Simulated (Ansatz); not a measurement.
# Phonons of HfSnGe in the AlB2 type, part 3 of 3

Question: is the lattice of HfSnGe in the AlB2 type stable, and if so, what are its coupling constant and resistivity?

Ansatz 0.2.0; DFT PBEsol, scalar-relativistic, plane waves, PAW; PAW set soft_1.

So far, highest frequency, solved or plainly interpolated (cm⁻¹): step 5 (phonons: q 2×2×2, k 4×4×6) 178. Also lowest on path (cm⁻¹): step 5 -59.6. The relaxed cell has a = 4.933, c = 2.895 Å (conventional setting).

The structure was built from a prototype and need not be the compound's stable phase.

## (6) Phonons: q 3×3×2, k 6×6×8

An imaginary mode on so few k-points may come from the sampling, so the phonons are repeated with another q and k mesh.

Input file input.yaml:

```yaml
crystal:
  lattice:
    - [4.9327630102, 0.0, 0.0]
    - [-2.4663815051, 4.2718980776, 0.0]
    - [0.0, 0.0, 2.8952586895]
  atoms:
    - { symbol: Hf, position: [0.0, 0.0, 0.0] }
    - { symbol: Ge, position: [0.3333333333, 0.6666666667, 0.5] }
    - { symbol: Sn, position: [0.6666666667, 0.3333333333, 0.5] }
kpoints:
  mp_grid: { grid: [6, 6, 8] }
hamiltonian:
  xc: pbesol
  pseudopotentials: { kind: paw, azcp: { folder: soft_1 }, xc_functional: pbe }
scf:
  occupations: { method: methfessel_paxton, width: 0.2 }
output:
  eigenvalues: true
phonons:
  method: dfpt
  qmesh: [3, 3, 2]
  temperatures: { t_max: 1000, t_step: 50 }
  qpath:
    path:
      - [[0.0, 0.0, 0.0], [0.5, 0.0, 0.0], [0.33333333, 0.33333333, 0.0], [0.0, 0.0, 0.0], [0.0, 0.0, 0.5], [0.5, 0.0, 0.5], [0.33333333, 0.33333333, 0.5], [0.0, 0.0, 0.5]]
      - [[0.5, 0.0, 0.5], [0.5, 0.0, 0.0]]
      - [[0.33333333, 0.33333333, 0.5], [0.33333333, 0.33333333, 0.0]]
    npoints: 10
```

Started as:

```
$ ansatz run input.yaml --threads 4 --pin off --max-ram 12288MiB --backend cpu --events-out ev --progress --plain --runs-dir out
```

Numbers of over 12 decimals in the logs are rounded to 6 here.

What it wrote:

```text
[...]
Crystal: 3 atoms, lattice volume = 61.010 Å³
Basis set: ecut = 420 eV, 1191 PW (Γ), exchange–correlation on 72×72×40 points (8 copies of the dense FFT grid, shifted against one another)
Bands: 33, of which v1, the nominal top of the filled ones, is band 27 counted from 1 (26 counted from 0)
Symmetry: 12 space group operations
k-points: 35 of 288 (time reversal used)
[...]
SCF iter   1: F=—  HF=-25805.072622 eV  |F-HF|=—  |Δ(HF+E_count)|=         —  Δρ=8.06e-2  dr2=1.28e1  ethr=3.10e-3  ⟨swp⟩=5.3  Hψ=4057  notcnv=0
[...]
SCF iter  14: F=-25802.295356 eV  HF=-25802.295356 eV  |F-HF|=7.28e-12  |Δ(HF+E_count)|=  2.18e-11  S|Δr|=    0.00e0  Δρ=6.16e-8  dr2=2.75e-12  ethr=1.00e-12  ⟨swp⟩=10.3  Hψ=6932  notcnv=0
the search or the solves at the SCF's close seem to have found levels that the self-consistency loop had missed (the run counts 1). By its estimate they hold under 1e-12 electrons; where the run keeps them, the occupations were computed again with them
SCF 1 converged in 14 iterations: F = -25802.295356 eV  dr2 = 2.75e-12
[...]
SCF iter   4: F=-25802.295356 eV  HF=-25802.295356 eV  |F-HF|=1.82e-11  |Δ(HF+E_count)|=  3.64e-12  S|Δr|=    0.00e0  Δρ=1.36e-7  dr2=8.88e-12  ethr=1.00e-12  ⟨swp⟩=3.9  Hψ=3239  notcnv=0
SCF 2 converged in 4 iterations: F = -25802.295356 eV  dr2 = 8.88e-12
[...]
SCF converged after 14 iterations
[...]
Free energy (F): -25802.295356 eV
[...]
Internal energy: -25802.303531 eV  (E = F + TS)
E sigma→0 (E₀):  -25802.297400 eV
Entropy (-TS):   0.008174 eV (2.725 meV/atom)
Fermi energy:    15.211382 eV
Step filling:    the computed levels leave a gap of 0.0116 eV = 0.1 smearing widths at the electron count; against every level under it full and every level over it empty, smearing changes F+E_penalty+E_count by +0.071 meV and its σ→0 estimate by -1.972 meV
[...]
--- Band table (eV; the first three rows and the last of 35) ---
  k-point 0: bands = [... 23 lower, 10.8237, 10.8237, 13.1382, 14.8535, 14.8535, 18.9664, 19.4435, 19.4435, ... 2 higher]
  k-point 1: bands = [... 23 lower, 11.1161, 11.1161, 13.7912, 14.6757, 14.6757, 17.4839, 19.3340, 19.3340, ... 2 higher]
  k-point 2: bands = [... 23 lower, 11.9689, 11.9689, 13.6951, 14.1531, 14.1531, 16.4731, 18.8701, 18.8701, ... 2 higher]
  k-point 34: bands = [... 23 lower, 11.2210, 11.4500, 12.6365, 14.9351, 15.1865, 15.9818, 17.5778, 17.6589, ... 2 higher]
[...]
ASR residual: 1.397e-5 → 0.000e0 eV/Å²; symmetrization residual: 1.186e-5 eV/Å²
  ASR residual per site (eV/Å²): 7.38e-6 1.21e-5 1.40e-5
  Γ frequencies (cm⁻¹): 0.00 0.00 0.00 31.18 66.37 78.13 78.13 178.27 178.27
--- Phonons (arbitrary-q DFPT): 6 irreducible q on the 3×3×2 mesh ---
[...]
interpolated dispersion: 93 rows × 9 modes
[...]
```

Elapsed: 1.7 min, on 4 threads of Intel Xeon 6975P-C (Granite Rapids), shared host; peak memory 1 GiB.

Numbers from this step:

```yaml
share_of_imaginary_modes_in_the_plain_interpolation_between_solved_wavevectors: 0.0071
highest_frequency_solved_or_plainly_interpolated: 187.6 cm⁻¹
```

Solved on the 3×3×2 mesh alone; all other wavevectors are interpolated. The phonon branches at the labelled points (cm⁻¹):

| point | branch 1 | branch 2 | branch 3 | branch 4 | branch 5 | branch 6 | branch 7 | branch 8 | branch 9 |
| --- | --- | --- | --- | --- | --- | --- | --- | --- | --- |
| Γ | 0 | 0 | 0 | 31 | 66 | 78 | 78 | 178 | 178 |
| M | 23 | 27 | 50 | 65 | 81 | 85 | 98 | 147 | 170 |
| K | -22 | 45 | 46 | 47 | 55 | 63 | 135 | 136 | 172 |
| Γ | 0 | 0 | 0 | 31 | 66 | 78 | 78 | 178 | 178 |
| A | 78 | 78 | 83 | 98 | 98 | 150 | 163 | 163 | 186 |
| L | 42 | 58 | 88 | 90 | 113 | 150 | 166 | 178 | 187 |
| H | 33 | 45 | 86 | 118 | 123 | 141 | 166 | 174 | 186 |
| A | 78 | 78 | 83 | 98 | 98 | 150 | 163 | 163 | 186 |
| jump to L | 42 | 58 | 88 | 90 | 113 | 150 | 166 | 178 | 187 |
| M | 23 | 27 | 50 | 65 | 81 | 85 | 98 | 147 | 170 |
| jump to H | 33 | 45 | 86 | 118 | 123 | 141 | 166 | 174 | 186 |
| K | -22 | 45 | 46 | 47 | 55 | 63 | 135 | 136 | 172 |

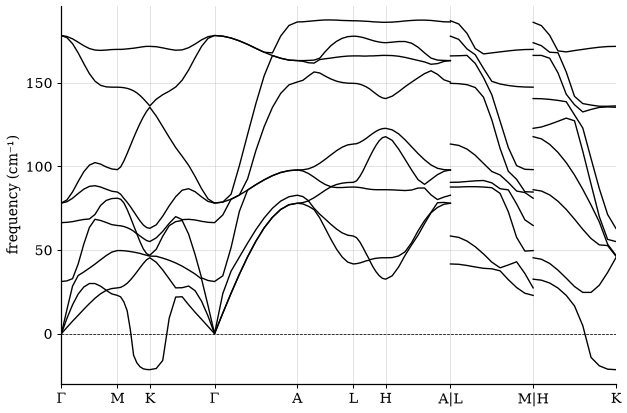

Phonon branches along the path.

Lowest modes at the softest wavevector of the mesh. The modes at q = (-0.333, -0.333, 0.000) (shares of kinetic energy by element, %) (negative means imaginary):

| mode | frequency (cm⁻¹) | Hf % | Ge % | Sn % |
| --- | --- | --- | --- | --- |
| 1 | -21.5 | 0 | 47 | 53 |
| 2 | 45.4 | 0 | 100 | 0 |
| 3 | 46.4 | 100 | 0 | 0 |
| 4 | 46.9 | 84 | 0 | 16 |
| 5 | 55.1 | 0 | 0 | 100 |
| 6 | 63.0 | 98 | 2 | 0 |

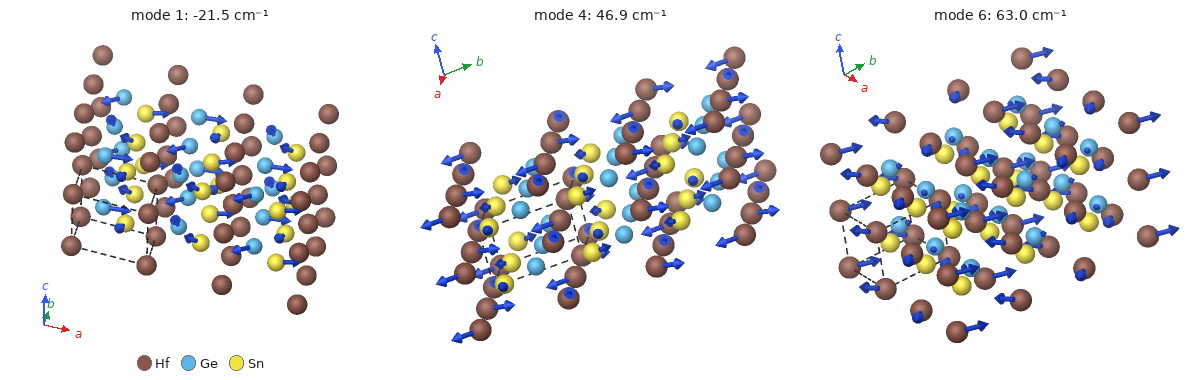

Displacement patterns of modes 1, 4 and 6 at q = (-0.333, -0.333, 0.000); arrows are exaggerated. 3×3×2 cells are drawn. Some periodic images of atoms are drawn too.

The modes has structure finer than the step of the table below, so its rows give means over 10 cm⁻¹, whole bins alone (the curve runs from -31.1 to 203 cm⁻¹). Peaks (cm⁻¹: height): Ge 43.9: 0.0452, 102.7: 0.0218, 148.3: 0.0465, 167.4: 0.0760; Hf 43.9: 0.0211, 86.5: 0.0666, 130.6: 0.0161, 171.8: 0.0177; Sn 95.3: 0.0265, 129.1: 0.0151, 146.8: 0.0368, 168.8: 0.0597, 185.0: 0.0219.

Phonopy on the run's constants, 13x13x19 mesh, Gaussian sigma 2.0 cm⁻¹. Modes against wavenumber; means over each step; values in 1/cm⁻¹/cell:

| wavenumber (cm⁻¹) | Ge | Hf | Sn |
| --- | --- | --- | --- |
| -20 | 0.00129 | 2.7e-4 | 0.00151 |
| -10 | 0.00125 | 4.4e-4 | 0.00144 |
| 0 | 2.8e-4 | 1.8e-4 | 3.4e-4 |
| 10 | 0.00192 | 0.00128 | 0.00225 |
| 20 | 0.00489 | 0.00421 | 0.00566 |
| 30 | 0.0127 | 0.0101 | 0.0113 |
| 40 | 0.0345 | 0.0178 | 0.0131 |
| 50 | 0.0270 | 0.0159 | 0.0153 |
| 60 | 0.0133 | 0.0167 | 0.0164 |
| 70 | 0.0100 | 0.0268 | 0.0163 |
| 80 | 0.0119 | 0.0412 | 0.0158 |
| 90 | 0.0160 | 0.0539 | 0.0207 |
| 100 | 0.0197 | 0.0229 | 0.0218 |
| 110 | 0.0158 | 0.0197 | 0.0167 |
| 120 | 0.00711 | 0.00867 | 0.00729 |
| 130 | 0.00249 | 0.0108 | 0.00926 |
| 140 | 0.0127 | 0.00670 | 0.00847 |
| 150 | 0.0354 | 0.0117 | 0.0253 |
| 160 | 0.0221 | 0.0112 | 0.0226 |
| 170 | 0.0477 | 0.0147 | 0.0449 |
| 180 | 0.00176 | 0.00444 | 0.0153 |
| 190 | 1.5e-4 | 5.7e-4 | 0.00846 |

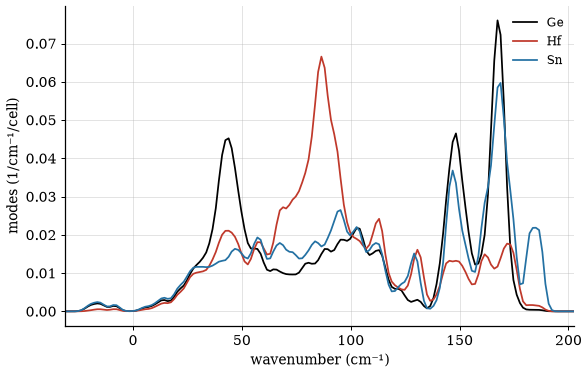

Modes against wavenumber.

No LO-TO term; unit eigenvectors of the mass-weighted matrix. The modes at Γ (shares of kinetic energy by element, %):

| mode | frequency (cm⁻¹) | symmetry | Hf % | Ge % | Sn % |
| --- | --- | --- | --- | --- | --- |
| 1 | 0.0 | unnamed | 48 | 20 | 32 |
| 2 | 0.0 | unnamed | 48 | 20 | 32 |
| 3 | 0.0 | unnamed | 48 | 20 | 32 |
| 4 | 31.2 | A2'' | 7 | 79 | 14 |
| 5 | 66.4 | A2'' | 45 | 1 | 54 |
| 6 | 78.1 | E' | 51 | 29 | 20 |
| 7 | 78.1 | E' | 51 | 29 | 20 |
| 8 | 178.3 | E' | 1 | 51 | 48 |
| 9 | 178.3 | E' | 1 | 51 | 48 |

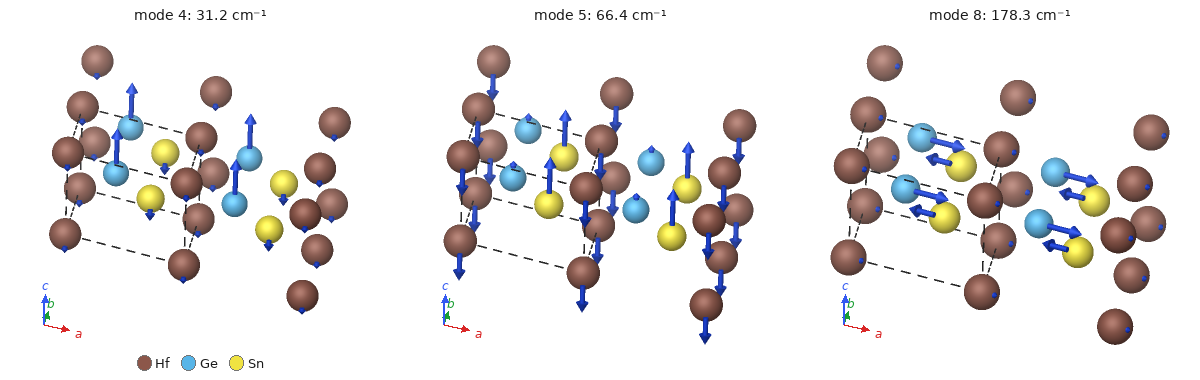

Displacement patterns of modes 4, 5 and 8 at Γ; arrows are exaggerated. 2×2×1 cells are drawn. Some periodic images of atoms are drawn too.

Among the solved wavevectors the lowest mode, translations apart, is -21.5 cm⁻¹, imaginary.

## (7) Results

```
phonon run of the rows without a label of their own : PBEsol, q 3×3×2, k 6×6×8
softest mode on the q mesh                          : -21.5 cm⁻¹ at q = (-0.333, -0.333, 0)
highest frequency, solved or plainly interpolated   : 188 cm⁻¹
```

What this shows: The lattice is dynamically unstable at this level: a mode at q = (-0.333, -0.333, 0) is imaginary, 21.5i cm⁻¹, so no harmonic coupling constant or resistivity is defined for this structure. These meshes are coarse, and single modes of a metal can move by tens of cm⁻¹ with the k mesh. The coarser mesh found an imaginary mode at another wavevector, which this mesh lacks. Spin–orbit coupling, left out here, matters for Hf. The phonon runs are not spin-polarised. The PAW files were made for PBE; under other functionals the run regenerates their frozen core. The structure was built by hand as an ordered model, and its stability against other phases was not tested.

[Logs are printed without paths, hosts, clocks, repeated set-up lines and the standing remarks that a program may print on its own settings, such as how far it seeks lower states.]

[Hosts, paths, dates, database ids (printed as entryN), source tags and the programs' standing remarks are cut or masked in the printed files.]
